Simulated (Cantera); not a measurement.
Feed: 1 mol SiH2Cl2, 0.22 mol CH4, 150 mol H2, at 3.00 mbar.

Cantera equilibrium calculation (NASA polynomials, part measured and part estimated; ideal gas, pure solids and liquids). Candidate condensed phases: C, C6H6, C7H8, C8H18, Si, SiC; 109 gas species. Mutual solubility and eutectic melting of coexisting phases are not modelled. The tables' values for SiCl, SiCl3 are old estimates; treat these amounts as uncertain. Gases not in the tables: Si2H6 and higher silanes. Equilibrium is a limit: real reactors are often held back by kinetics, nucleation or transport.

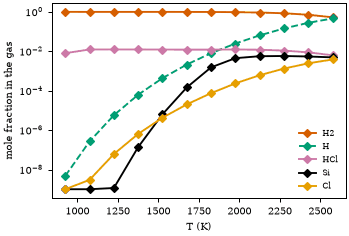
Equilibrium gas composition (values under 1e-9 drawn at 1e-9)

**Question.** Read off the mole fractions at 2425 K.

**Answer.** H2 about 0.71, H about 0.27, HCl about 0.0088, Si about 0.0054, Cl about 0.0024.
